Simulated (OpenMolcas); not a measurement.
# CoNH3Cl5 (charge −2): excited-state calculation (part 2 of 3)

The same run, continued: CoNH3Cl5, charge −2, multiplicity 5; CASPT2/ANO-R1, sfX2C (OpenMolcas 26.06). The geometry comes from this level: GFN2-xTB. The settings of this run were made unusual or wrong on purpose.

Geometry of the input (Å):
```
Co 0.0000  0.0000  0.0000
N  0.0000  0.0000  2.2727
H  0.9499  0.0000  2.6347
H  -0.4818  -0.8301  2.6095
H  -0.4860  0.8243  2.6182
Cl -0.0260  -0.0086  -2.3781
Cl -1.5706  -1.7648  0.1355
Cl 1.5633  1.7554  0.0981
Cl 1.7603  -1.5628  0.0972
Cl -1.7635  1.5724  0.1191
```

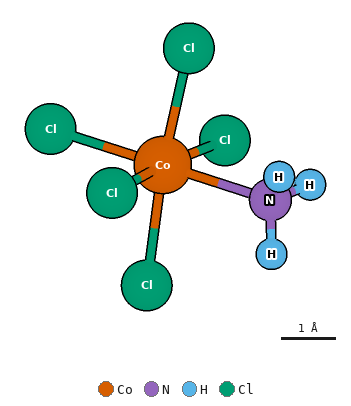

*The structure (ball-and-stick view, seen at a tilt). Sticks mark near contacts.*

### Log, continued
```
      printout of CI-coefficients larger than  0.05 for root  5
      energy=   -3752.889298
      conf/sym  11111     Coeff  Weight
             1  2uuuu   0.30263 0.09159
             2  u2uuu  -0.73506 0.54031
             3  uu2uu   0.36908 0.13622
             5  uuuu2  -0.48092 0.23128

      Natural orbitals and occupation numbers for root  1
      sym 1:   1.000000   1.000000   1.000000   1.000000   2.000000

      Natural orbitals and occupation numbers for root  2
      sym 1:   1.000000   1.000000   2.000000   1.000000   1.000000

      Natural orbitals and occupation numbers for root  3
      sym 1:   2.000000   1.000000   1.000000   1.000000   1.000000

      Natural orbitals and occupation numbers for root  4
      sym 1:   1.000000   1.000000   1.000000   2.000000   1.000000

      Natural orbitals and occupation numbers for root  5
      sym 1:   1.000000   2.000000   1.000000   1.000000   1.000000

      ************************************************************************************************************************
      *                                                    Final results                                                     *
      ************************************************************************************************************************

++    Final optimization conditions:
      ------------------------------

      Average CI energy                           -3752.91674190
      RASSCF energy for state  5                  -3752.88929828
      Super-CI energy                                -0.00000000
      RASSCF energy change                           -0.00000000
      Max change in MO coefficients              -1.019E-06
      Max non-diagonal density matrix element     1.103E-06
      Maximum BLB matrix element                  1.678E-06
      (orbital pair  53,  65 in symmetry   1)
      Norm of electronic gradient            1.650E-01
--

      Final state energy(ies):
      ------------------------

::    RASSCF root number  1 Total energy:  -3752.93283854
::    RASSCF root number  2 Total energy:  -3752.93278606
::    RASSCF root number  3 Total energy:  -3752.93005549
::    RASSCF root number  4 Total energy:  -3752.89873111
::    RASSCF root number  5 Total energy:  -3752.88929828
      Von Neumann Entropy (Root   1) =  2.00000

      Mulliken population analysis for root number:  1
      -----------------------------------------------

++    Molecular charges:
      ------------------

      Mulliken charges per centre
      ---------------------------

                CO1     N2      H3      H4      H5      CL6     CL7     CL8     CL9     CL10
      Total   25.5782  7.7339  0.7431  0.7417  0.7421 17.6867 17.6906 17.6884 17.6972 17.6982

      N-E      1.4218 -0.7339  0.2569  0.2583  0.2579 -0.6867 -0.6906 -0.6884 -0.6972 -0.6982

      Total electronic charge=  124.000000

      Total            charge=   -2.000000
--

      Expectation values of various properties for root number:  1
      -----------------------------------------------------------

++    Molecular properties:
      ---------------------

      Charge (e):
                      =   -2.0000
      Dipole Moment (debye):
      Origin of the operator (angstrom)=   -0.0052   -0.0012   -0.1104
                   X=  8.4771E-02               Y=  2.2616E-02               Z=  7.0473E+00           Total=  7.0478E+00
      Center of Charge (angstrom)
                     X=   -0.01011373               Y=   -0.00265177               Z=   -0.76118923
      Quadrupole Moment (debye*angstrom):
      Origin of the operator (angstrom)=   -0.0052   -0.0012   -0.1104
                  XX= -1.2685E+02              XY=  5.1819E-01              XZ=  1.7087E-01              YY= -1.2679E+02
                  YZ=  4.3915E-02              ZZ= -1.0071E+02
      In traceless form (debye*angstrom)
                  XX= -1.3103E+01              XY=  7.7729E-01              XZ=  2.5631E-01              YY= -1.3008E+01
                  YZ=  6.5873E-02              ZZ=  2.6111E+01
--

      Mulliken spin population analysis for root number:  1
      ---------------------------------------------------

++    Molecular charges:
      ------------------

      Mulliken spin population per centre
      ---------------------------

                CO1     N2      H3      H4      H5      CL6     CL7     CL8     CL9     CL10
      Total    3.6754  0.0258 -0.0005 -0.0005 -0.0006  0.0635  0.0615  0.0645  0.0561  0.0546

      Total electronic spin=    4.000000
--

      LoProp population analysis for root number:  1
      -----------------------------------------------

++    LoProp analysis:
      ----------------

++    Static properties:
      ------------------

      LoProp Charges per center

                   CO1      N2       H3       H4       H5       CL6      CL7      CL8      CL9      CL10
      Nuclear     27.0000   7.0000   1.0000   1.0000   1.0000  17.0000  17.0000  17.0000  17.0000  17.0000
      Electronic -25.1243  -7.9642  -0.6731  -0.6746  -0.6747 -17.7836 -17.7691 -17.7734 -17.7833 -17.7798

      Total        1.8757  -0.9642   0.3269   0.3254   0.3253  -0.7836  -0.7691  -0.7734  -0.7833  -0.7798
--

      Natural Bond Order analysis for root number:  1

++    Natural Bond Order analysis
      ---------------------------
      Based on LoProp computed density
      -------------------------------------------------------------------------------------
      Atom A       Atom B       Bond Order
      -------------------------------------------------------------------------------------
      NBO located      1.004 non-bonded electrons on atom CO1
      NBO located      0.999 non-bonded electrons on atom CO1
      NBO located      0.998 non-bonded electrons on atom CO1
      NBO located      0.998 non-bonded electrons on atom CO1
      NBO located      1.000 non-bonded electrons on atom CO1
      NBO located      1.000 non-bonded electrons on atom CO1
      NBO located      1.000 non-bonded electrons on atom CO1
      NBO located      1.000 non-bonded electrons on atom CO1
      NBO located      1.000 non-bonded electrons on atom CO1
      NBO located      0.992 non-bonded electrons on atom N2
      NBO located      0.947 non-bonded electrons on atom N2
      NBO located      1.012 non-bonded electrons on atom CL6
      NBO located      1.005 non-bonded electrons on atom CL6
      NBO located      1.000 non-bonded electrons on atom CL6
      NBO located      1.000 non-bonded electrons on atom CL6
      NBO located      1.000 non-bonded electrons on atom CL6
      NBO located      1.000 non-bonded electrons on atom CL6
      NBO located      1.000 non-bonded electrons on atom CL6
      NBO located      1.009 non-bonded electrons on atom CL7
      NBO located      1.000 non-bonded electrons on atom CL7
      NBO located      1.000 non-bonded electrons on atom CL7
      NBO located      1.000 non-bonded electrons on atom CL7
      NBO located      1.000 non-bonded electrons on atom CL7
      NBO located      1.000 non-bonded electrons on atom CL7
      NBO located      1.010 non-bonded electrons on atom CL8
      NBO located      1.000 non-bonded electrons on atom CL8
      NBO located      1.000 non-bonded electrons on atom CL8
      NBO located      1.000 non-bonded electrons on atom CL8
      NBO located      1.000 non-bonded electrons on atom CL8
      NBO located      1.000 non-bonded electrons on atom CL8
      NBO located      1.012 non-bonded electrons on atom CL9
      NBO located      1.000 non-bonded electrons on atom CL9
      NBO located      1.000 non-bonded electrons on atom CL9
      NBO located      1.000 non-bonded electrons on atom CL9
      NBO located      1.000 non-bonded electrons on atom CL9
      NBO located      1.000 non-bonded electrons on atom CL9
      NBO located      1.011 non-bonded electrons on atom CL10
      NBO located      1.000 non-bonded electrons on atom CL10
      NBO located      1.000 non-bonded electrons on atom CL10
      NBO located      1.000 non-bonded electrons on atom CL10
      NBO located      1.000 non-bonded electrons on atom CL10
      NBO located      1.000 non-bonded electrons on atom CL10
      The remaining   21.285 electrons are to be considered as diffuse
--

--

      Von Neumann Entropy (Root   2) =  2.00000

      Mulliken population analysis for root number:  2
      -----------------------------------------------

++    Molecular charges:
      ------------------

      Mulliken charges per centre
      ---------------------------

                CO1     N2      H3      H4      H5      CL6     CL7     CL8     CL9     CL10
      Total   25.5781  7.7339  0.7431  0.7418  0.7420 17.6867 17.6978 17.6964 17.6893 17.6910

      N-E      1.4219 -0.7339  0.2569  0.2582  0.2580 -0.6867 -0.6978 -0.6964 -0.6893 -0.6910

      Total electronic charge=  124.000000

      Total            charge=   -2.000000
--

      Expectation values of various properties for root number:  2
      -----------------------------------------------------------

++    Molecular properties:
      ---------------------

      Charge (e):
                      =   -2.0000
      Dipole Moment (debye):
      Origin of the operator (angstrom)=   -0.0052   -0.0012   -0.1104
                   X=  8.3395E-02               Y=  1.1132E-02               Z=  7.0481E+00           Total=  7.0486E+00
      Center of Charge (angstrom)
                     X=   -0.00997042               Y=   -0.00145627               Z=   -0.76127401
      Quadrupole Moment (debye*angstrom):
      Origin of the operator (angstrom)=   -0.0052   -0.0012   -0.1104
                  XX= -1.2680E+02              XY= -4.3149E-01              XZ=  1.7195E-01              YY= -1.2685E+02
                  YZ=  5.3567E-02              ZZ= -1.0071E+02
      In traceless form (debye*angstrom)
                  XX= -1.3021E+01              XY= -6.4724E-01              XZ=  2.5792E-01              YY= -1.3090E+01
                  YZ=  8.0350E-02              ZZ=  2.6112E+01
--

      Mulliken spin population analysis for root number:  2
      ---------------------------------------------------

++    Molecular charges:
      ------------------

      Mulliken spin population per centre
      ---------------------------

                CO1     N2      H3      H4      H5      CL6     CL7     CL8     CL9     CL10
      Total    3.6756  0.0258 -0.0005 -0.0006 -0.0005  0.0635  0.0543  0.0565  0.0640  0.0619

      Total electronic spin=    4.000000
--

      LoProp population analysis for root number:  2
      -----------------------------------------------

++    LoProp analysis:
      ----------------

++    Static properties:
      ------------------

      LoProp Charges per center

                   CO1      N2       H3       H4       H5       CL6      CL7      CL8      CL9      CL10
      Nuclear     27.0000   7.0000   1.0000   1.0000   1.0000  17.0000  17.0000  17.0000  17.0000  17.0000
      Electronic -25.1241  -7.9642  -0.6731  -0.6750  -0.6743 -17.7836 -17.7782 -17.7836 -17.7733 -17.7706

      Total        1.8759  -0.9642   0.3269   0.3250   0.3257  -0.7836  -0.7782  -0.7836  -0.7733  -0.7706
--

      Natural Bond Order analysis for root number:  2

++    Natural Bond Order analysis
      ---------------------------
      Based on LoProp computed density
      -------------------------------------------------------------------------------------
      Atom A       Atom B       Bond Order
      -------------------------------------------------------------------------------------
      NBO located      1.004 non-bonded electrons on atom CO1
      NBO located      0.999 non-bonded electrons on atom CO1
      NBO located      0.998 non-bonded electrons on atom CO1
      NBO located      0.998 non-bonded electrons on atom CO1
      NBO located      1.000 non-bonded electrons on atom CO1
      NBO located      1.000 non-bonded electrons on atom CO1
      NBO located      1.000 non-bonded electrons on atom CO1
      NBO located      1.000 non-bonded electrons on atom CO1
      NBO located      1.000 non-bonded electrons on atom CO1
      NBO located      0.992 non-bonded electrons on atom N2
      NBO located      0.947 non-bonded electrons on atom N2
      NBO located      1.012 non-bonded electrons on atom CL6
      NBO located      1.005 non-bonded electrons on atom CL6
      NBO located      1.000 non-bonded electrons on atom CL6
      NBO located      1.000 non-bonded electrons on atom CL6
      NBO located      1.000 non-bonded electrons on atom CL6
      NBO located      1.000 non-bonded electrons on atom CL6
      NBO located      1.000 non-bonded electrons on atom CL6
      NBO located      1.011 non-bonded electrons on atom CL7
      NBO located      1.000 non-bonded electrons on atom CL7
      NBO located      1.000 non-bonded electrons on atom CL7
      NBO located      1.000 non-bonded electrons on atom CL7
      NBO located      1.000 non-bonded electrons on atom CL7
      NBO located      1.000 non-bonded electrons on atom CL7
      NBO located      1.012 non-bonded electrons on atom CL8
      NBO located      1.000 non-bonded electrons on atom CL8
      NBO located      1.000 non-bonded electrons on atom CL8
      NBO located      1.000 non-bonded electrons on atom CL8
      NBO located      1.000 non-bonded electrons on atom CL8
      NBO located      1.000 non-bonded electrons on atom CL8
      NBO located      1.010 non-bonded electrons on atom CL9
      NBO located      1.000 non-bonded electrons on atom CL9
      NBO located      1.000 non-bonded electrons on atom CL9
      NBO located      1.000 non-bonded electrons on atom CL9
      NBO located      1.000 non-bonded electrons on atom CL9
      NBO located      1.000 non-bonded electrons on atom CL9
      NBO located      1.009 non-bonded electrons on atom CL10
      NBO located      1.000 non-bonded electrons on atom CL10
      NBO located      1.000 non-bonded electrons on atom CL10
      NBO located      1.000 non-bonded electrons on atom CL10
      NBO located      1.000 non-bonded electrons on atom CL10
      NBO located      1.000 non-bonded electrons on atom CL10
      The remaining   21.285 electrons are to be considered as diffuse
--

--

      Von Neumann Entropy (Root   3) =  2.00000

      Mulliken population analysis for root number:  3
      -----------------------------------------------

++    Molecular charges:
      ------------------

      Mulliken charges per centre
      ---------------------------

                CO1     N2      H3      H4      H5      CL6     CL7     CL8     CL9     CL10
      Total   25.5765  7.7338  0.7431  0.7417  0.7420 17.6792 17.6966 17.6947 17.6956 17.6969

      N-E      1.4235 -0.7338  0.2569  0.2583  0.2580 -0.6792 -0.6966 -0.6947 -0.6956 -0.6969

      Total electronic charge=  124.000000

      Total            charge=   -2.000000
--

      Expectation values of various properties for root number:  3
      -----------------------------------------------------------

++    Molecular properties:
      ---------------------

      Charge (e):
                      =   -2.0000
      Dipole Moment (debye):
      Origin of the operator (angstrom)=   -0.0052   -0.0012   -0.1104
                   X=  8.3811E-02               Y=  1.7049E-02               Z=  6.9399E+00           Total=  6.9404E+00
      Center of Charge (angstrom)
                     X=   -0.01001378               Y=   -0.00207222               Z=   -0.75001327
      Quadrupole Moment (debye*angstrom):
      Origin of the operator (angstrom)=   -0.0052   -0.0012   -0.1104
                  XX= -1.2722E+02              XY=  4.3588E-02              XZ=  1.7698E-01              YY= -1.2721E+02
                  YZ=  4.9663E-02              ZZ= -1.0001E+02
      In traceless form (debye*angstrom)
                  XX= -1.3608E+01              XY=  6.5381E-02              XZ=  2.6547E-01              YY= -1.3595E+01
                  YZ=  7.4494E-02              ZZ=  2.7203E+01
--
```
